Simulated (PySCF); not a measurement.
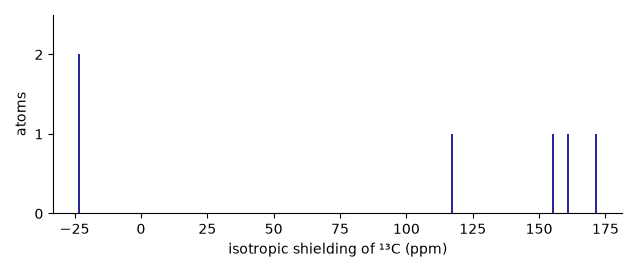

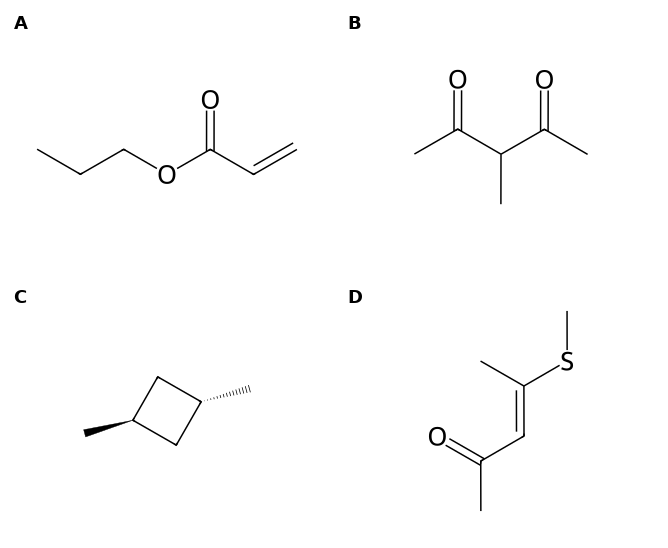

The sticks are computed shieldings of one of the molecules, for one fixed geometry (GFN2-xTB) without averaging over rotations. Low shielding means a high chemical shift. Method: GIAO PBE0/pcSseg-1 NMR shielding, non-relativistic, gas phase (PySCF 2.14.0).

Which molecule gives this pattern?

B, `CC(=O)C(C)C(C)=O`. Its 6 C atoms give lines at −23.3 (2 atoms), 117.0, 155.3, 161.0, 171.5 ppm.
